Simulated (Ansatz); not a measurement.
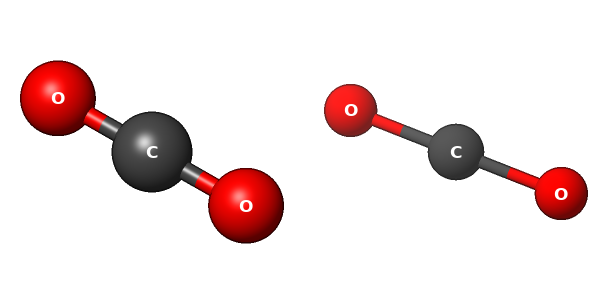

Both panels show the same species.

The computed structure is the end point of a PBE0-D4/def2-TZVP optimisation.

Description:

Formula CO2. This geometry has D∞h symmetry. All atoms lie on one line. Coordination: 1 C linear.

The parts below concern this one geometry. Atoms keep their numbers from picture to picture.

## Geometry

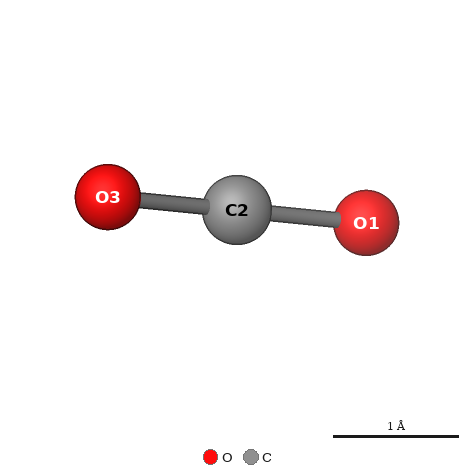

Numbered structure.

Estimate the angles O1–C2–O3.

```csv
angle,degrees
O1–C2–O3,180.0
```

## Vibrations

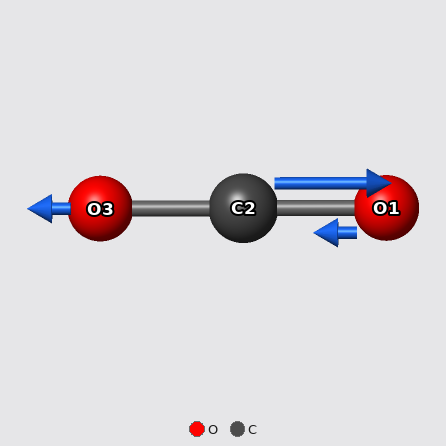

The arrows show one normal mode. Harmonic vibrations computed with RKS PBE0-D4/def2-TZVP (Ansatz 0.2.0) at a stationary point of the same level.

> What kind of motion is it?

Mostly out-of-phase stretching of 2 C–O bonds.

> Estimate its harmonic wavenumber.

2454 cm⁻¹; it is mode 4 of 4 counted from the lowest.

## Electronic properties

Properties computed with RKS PBE0-D4/def2-TZVPP (Ansatz 0.2.0).

Computed properties:

- HOMO energy (Kohn–Sham orbital): −10.69 eV
- LUMO energy (Kohn–Sham orbital): 0.81 eV
- HOMO–LUMO gap: 11.50 eV

## Charges

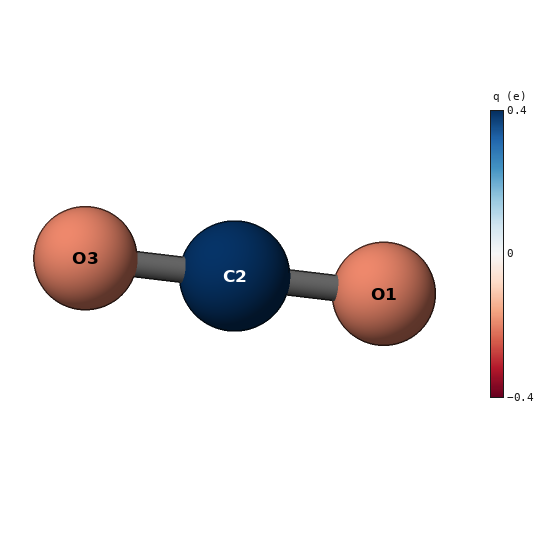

Atoms are coloured by their Mulliken charges. Level of theory: RKS PBE0-D4/def2-TZVP (Ansatz 0.2.0).

Give the Mulliken charges atom by atom.

```csv
atom,value (e)
O1,−0.20
C2,0.39
O3,−0.20
```

Mulliken values depend strongly on the basis set and can even reverse the polarity of a bond.
